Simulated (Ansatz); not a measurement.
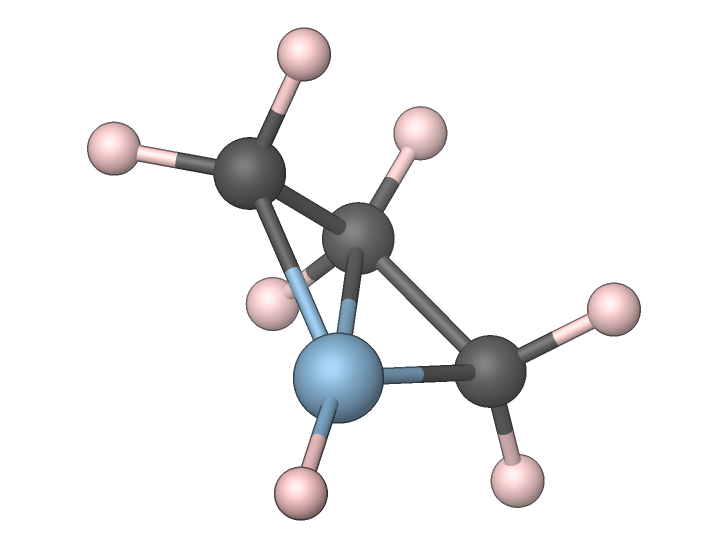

The picture shows a molecular structure as a ball-and-stick model. Every bond is drawn as one stick, whatever its order. Colours: carbon dark grey, aluminium light blue, hydrogen pink.

What does the picture show?

It has 11 atoms: 3 carbon, 7 hydrogen and 1 aluminium (C₃H₇Al). This geometry has Cs symmetry.

The parts below concern this one geometry. Atoms keep their numbers from picture to picture. The geometry was computed by an optimisation with PBE0-D4/def2-TZVP.

### Shape

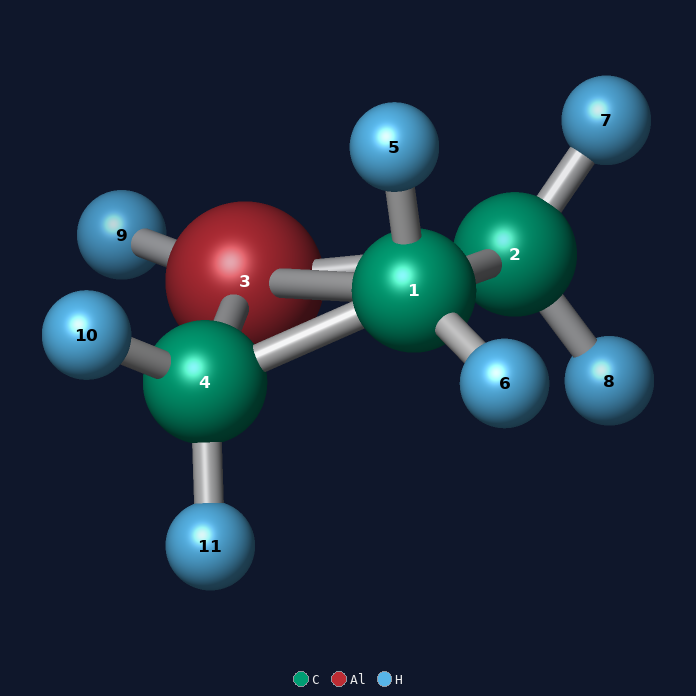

Which atoms are bonded, and how long are the bonds?

```json
{"bond": "C1–C2", "length (Å)": "1.558"}
{"bond": "C1–Al3", "length (Å)": "2.391"}
{"bond": "C1–C4", "length (Å)": "1.558"}
{"bond": "C1–H5", "length (Å)": "1.094"}
{"bond": "C1–H6", "length (Å)": "1.095"}
{"bond": "C2–Al3", "length (Å)": "1.955"}
{"bond": "C2–H7", "length (Å)": "1.090"}
{"bond": "C2–H8", "length (Å)": "1.096"}
{"bond": "Al3–C4", "length (Å)": "1.955"}
{"bond": "Al3–H9", "length (Å)": "1.594"}
{"bond": "C4–H10", "length (Å)": "1.090"}
{"bond": "C4–H11", "length (Å)": "1.096"}
```

### Vibrations

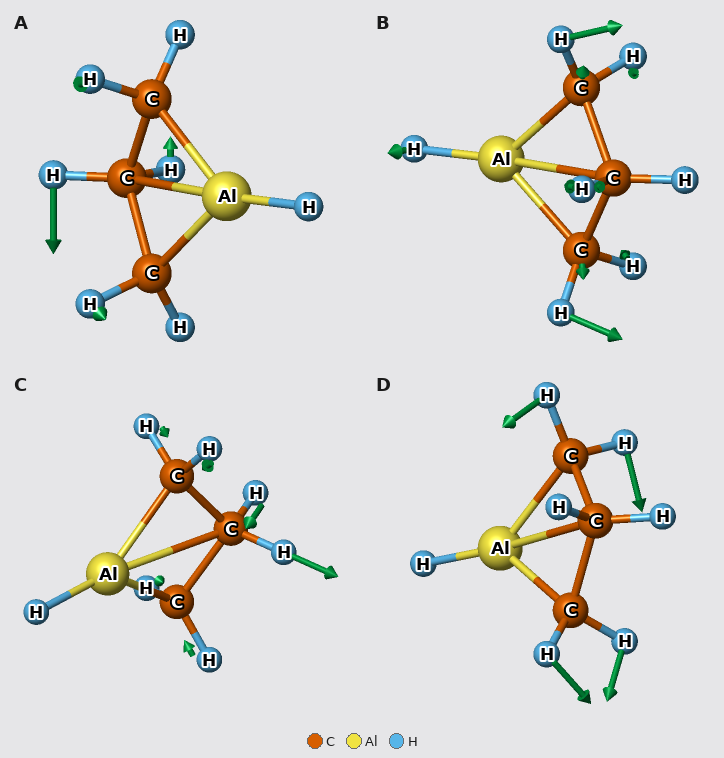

4 normal modes of one molecule or complex, as arrows. Harmonic vibrations computed with RKS PBE0-D4/def2-TZVP (Ansatz 0.2.0) at a stationary point of the same level.

> Match the panels to the wavenumbers 757 cm⁻¹, 1244 cm⁻¹, 1416 cm⁻¹, 3084 cm⁻¹.

A: 1244 cm⁻¹, C–C–H bending
B: 757 cm⁻¹
C: 3084 cm⁻¹, out-of-phase stretching of 2 C–H bonds
D: 1416 cm⁻¹, angle bending

### Levels of theory compared

Program: Ansatz 0.2.0.

Compare HOMO–LUMO gap (eV), dipole (D), HOMO energy (eV) at these levels: B3LYP-D4/def2-TZVPP; PBE-D4/def2-TZVPP; r2SCAN-D4/def2-TZVPP; ωB97M-V/def2-TZVPP.

```json
{"level": "B3LYP-D4/def2-TZVPP", "HOMO–LUMO gap (eV)": "5.56", "dipole (D)": "0.05", "HOMO energy (eV)": "−6.84"}
{"level": "PBE-D4/def2-TZVPP", "HOMO–LUMO gap (eV)": "4.03", "dipole (D)": "0.12", "HOMO energy (eV)": "−5.86"}
{"level": "r2SCAN-D4/def2-TZVPP", "HOMO–LUMO gap (eV)": "4.56", "dipole (D)": "0.06", "HOMO energy (eV)": "−6.06"}
{"level": "ωB97M-V/def2-TZVPP", "HOMO–LUMO gap (eV)": "9.69", "dipole (D)": "0.09", "HOMO energy (eV)": "−9.21"}
```

### Charges

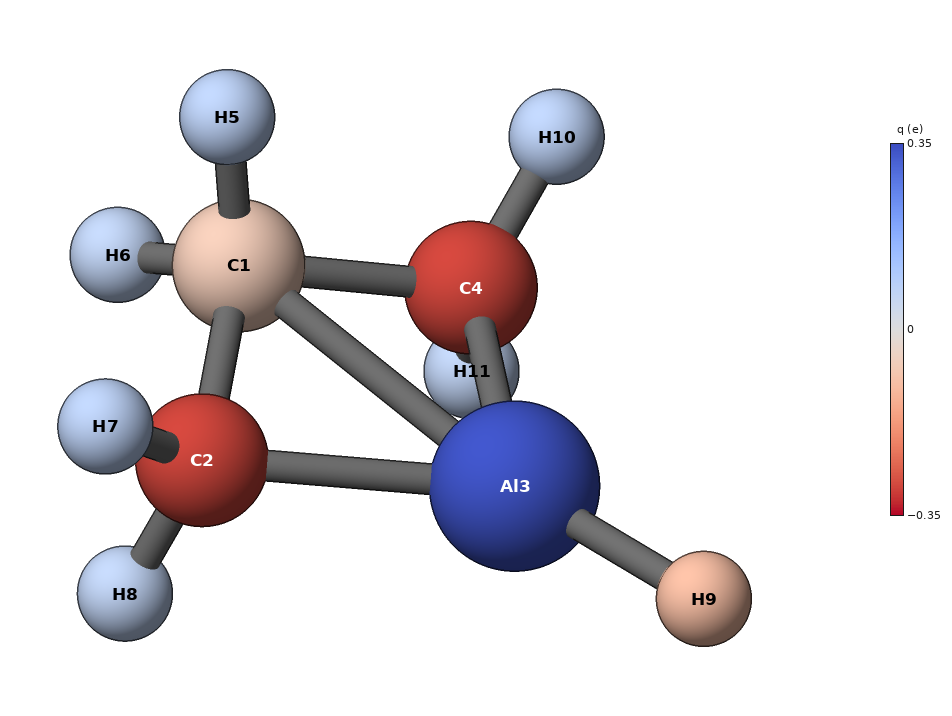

Atoms are coloured by their Mulliken charges. Level of theory: RKS PBE-D4/def2-TZVPP (Ansatz 0.2.0).

> Which atom carries the highest charge (most positive or least negative)?

Al3 (0.33 e).

> And the lowest?

C2, C4 (−0.29 e).

List the Mulliken charges.

```
atom  value (e)
  C1      −0.07
  C2      −0.29
 Al3       0.33
  C4      −0.29
  H5       0.08
  H6       0.07
  H7       0.07
  H8       0.07
  H9      −0.10
 H10       0.07
 H11       0.07
```

Mulliken values depend strongly on the basis set and can even reverse the polarity of a bond.
